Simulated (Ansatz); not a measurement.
MgBeS3

The calculation's input:

```
crystal:
  lattice:
    - [4.743675737, 0.0, 0.0]
    - [0.0, 4.743675737, 0.0]
    - [0.0, 0.0, 4.743675737]
  atoms:
    - { symbol: Mg, position: [0.5, 0.5, 0.5] }
    - { symbol: Be, position: [0.0, 0.0, 0.0] }
    - { symbol: S, position: [0.0, 0.5, 0.5] }
    - { symbol: S, position: [0.5, 0.5, 0.0] }
    - { symbol: S, position: [0.5, 0.0, 0.5] }
basis:
  ecutwfc: 420
kpoints:
  mp_grid: { grid: [8, 8, 8] }
hamiltonian:
  xc: pbe
scf:
  occupations: { method: gaussian, width: 0.1 }
output:
  forces: true
  stress: true
  eigenvalues: true
  write_density: true
  write_potential: true
  elf: true
  volumetric_format: npy
relax:
  adjacent_minimum: "off"
  f_tol: 0.01
  max_steps: 80
  cell: { stress_tol: 0.05 }
```

Command:

```sh
ansatz run input.yaml --threads 1 --pin off --max-ram 2560MiB --backend cpu --events-out ev --progress --plain --runs-dir out
```

Below, planes, directions and counts refer to the conventional cell (a = 4.74 Å, b = 4.74 Å, c = 4.74 Å, α = 90.00°, β = 90.00°, γ = 90.00°).

Space group Pm-3m; a structure generated by program, which may or may not match a known phase.

All numbers below come from DFT PBE, scalar-relativistic, plane waves, PAW in Ansatz.

What will maps of the valence pseudo-density and electron localisation function show?

Mg–S (2.37 Å): the density is about 0.4 e/Å³ at the midpoint; the ELF peaks at about 0.90 in the valence shell of S, 0.9 Å from its nucleus, and is about 0.75 at the midpoint.
Be–S (3.35 Å): ρ is about 0.08 e/Å³ halfway, with its minimum of 0.06 e/Å³ about 1.4 Å from Be; the ELF is about 0.25 at the midpoint; no localised pair shows between them.

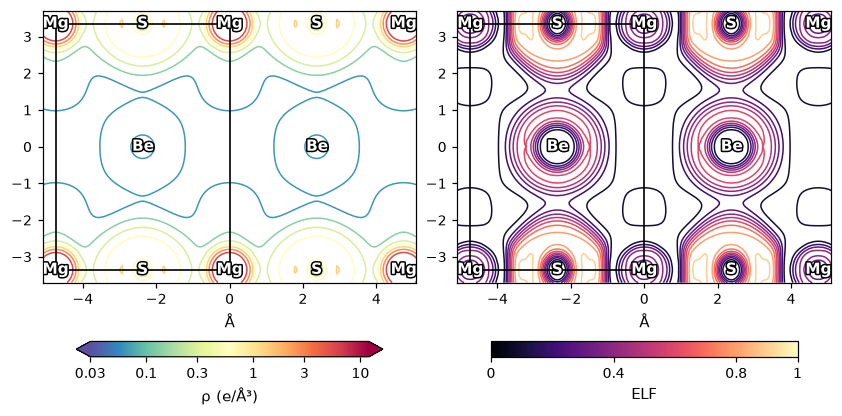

Computed valence pseudo-density and electron localisation function on the (11̄0) plane of the conventional cell, in this order. 

Core electrons are frozen (PAW), and the valence fields are smoothed inside the atomic spheres.
